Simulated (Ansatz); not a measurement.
# ClF₂GeH···H₂O: what the fields show

Input file:

```
crystal:
  periodic: [false, false, false]
  atoms:
    - { symbol: Ge, position_ang: [0.185322, 0.538471, -0.396389] }
    - { symbol: O, position_ang: [0.502823, -0.105925, 2.478673] }
    - { symbol: H, position_ang: [-0.264068, -0.68386, 2.379572] }
    - { symbol: Cl, position_ang: [1.959294, -0.473353, -0.939159] }
    - { symbol: F, position_ang: [-0.473341, 1.228777, -1.828029] }
    - { symbol: F, position_ang: [-1.016141, -0.602796, 0.093537] }
    - { symbol: H, position_ang: [0.310169, 1.624837, 0.687513] }
    - { symbol: H, position_ang: [0.11984, 0.79015, 2.353082] }
basis:
  gaussian: { orbitals: def2-SVP }
hamiltonian:
  xc: pbe0
  dispersion: d4
relax:
  f_tol: 0.03
  max_steps: 50
output:
  orbitals: {}
```

Command:

```sh
ansatz run input.yaml --threads 2 --pin off --max-ram 3072MiB --backend cpu --events-out ev --progress --plain --runs-dir out
```

The fields are those of the relaxed geometry.

Method: RKS PBE0-D4/def2-SVP in Ansatz 0.2.0.

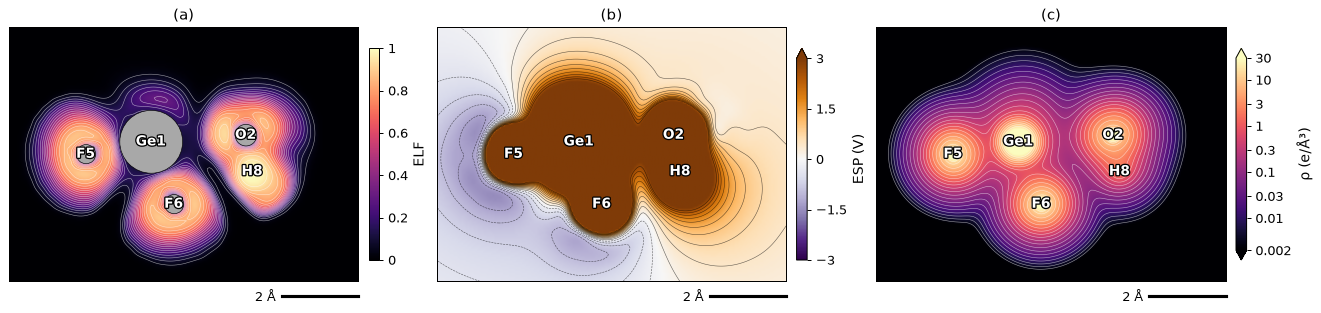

Figure 1. (a) ELF; (b) molecular electrostatic potential; (c) electron density on the plane of atoms F5, Ge1 and F6. Grey discs cover the atomic cores in the ELF map.

Q: Describe what can be read from this map.

A: The section cuts through Ge, O, F and H sites. Ge1···O2 (2.48 Å): the density falls to about 0.22 e/Å³ on the way; the ELF is about 0.15 at the midpoint. Ge–F (1.73 Å): ρ at the midpoint is about 0.92 e/Å³; the ELF peaks at about 0.85 in the valence shell of F, 0.5 Å from its nucleus, and is about 0.20 at the midpoint. O–H (0.97 Å): ρ at the midpoint is about 3.7 e/Å³; the ELF climbs to about 1 towards the hydrogen, as it does in any bond to H; an ordinary covalent bond to hydrogen. The ELF also peaks beside F6 and F5, away from the bonds: lone-pair regions. Outside the dense part of the complex the potential is most negative (−1.5 V) near F5.

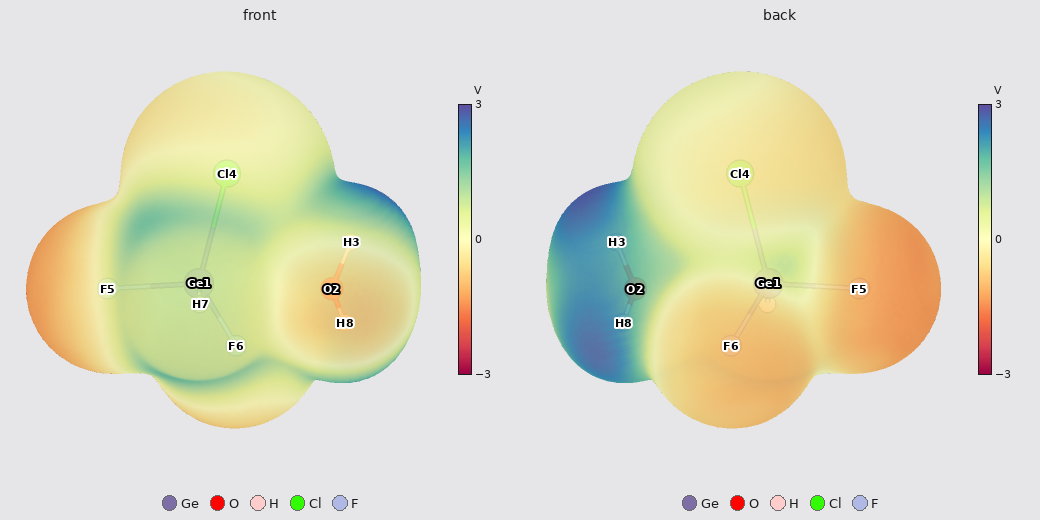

Figure 2. The molecular electrostatic potential painted on the density surface at 0.002 e/bohr³, seen from the front and from behind; the colour scale runs from red (negative) to blue (positive).

Q: Describe the electrostatic potential map.

A: The most negative region (about −1.4 V) lies over F5, the most positive (about +2.8 V) over H3 and H8.

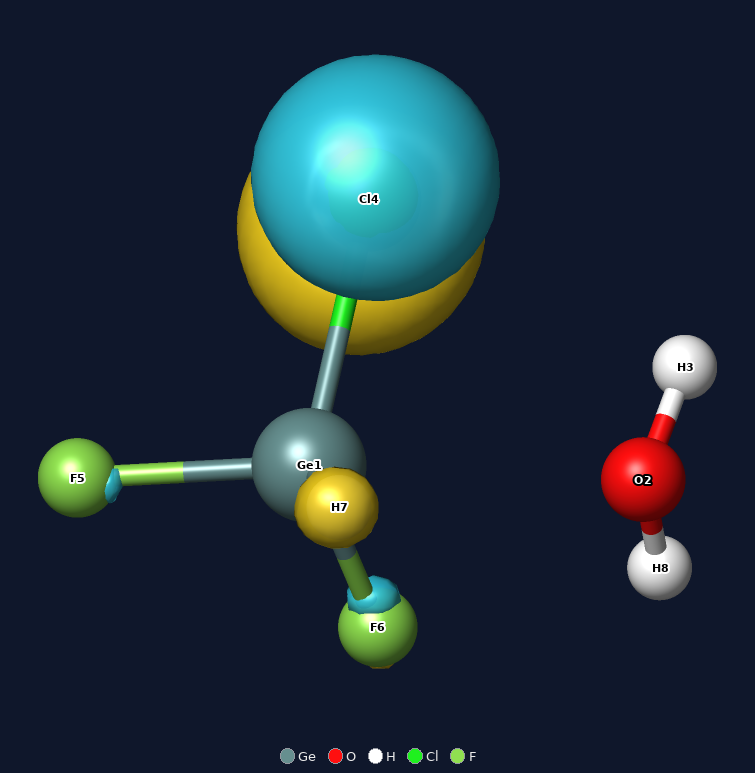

Figure 3. The HOMO−1 at ±0.2 Å⁻³ᐟ² (yellow and cyan are the two phases), seen across its widest extent.

Q: Describe this orbital and give its energy.

A: Its weight (Hirshfeld) is mainly on Cl4 (about 85 %) and Ge1 (about 10 %); largely a lone pair of Cl4. Its energy is −9.56 eV.

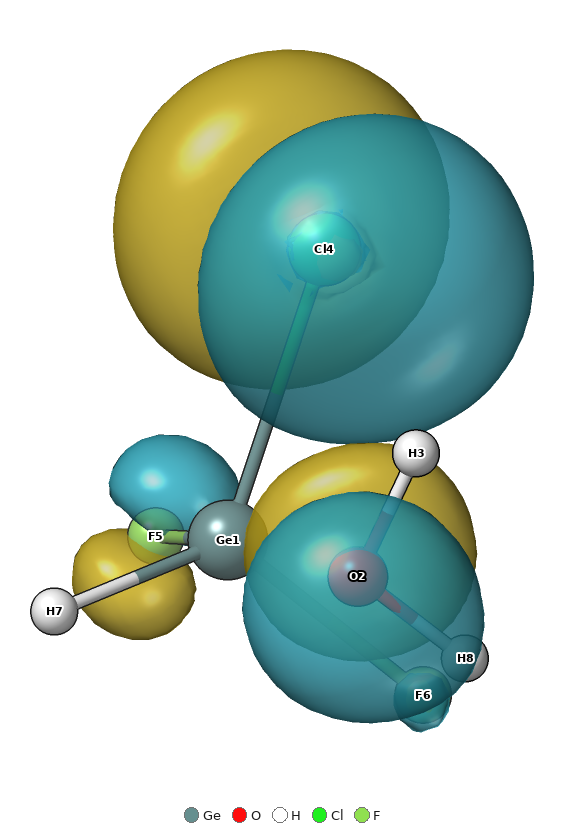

Figure 4. The HOMO at ±0.1 Å⁻³ᐟ² (yellow and cyan are the two phases), seen at an oblique angle.

Q: Where does this orbital lie, and at what energy?

A: Its weight (Hirshfeld) is mainly on Cl4 (about 70 %) and O2 (about 20 %); largely a lone pair of Cl4. Its energy is −9.35 eV.
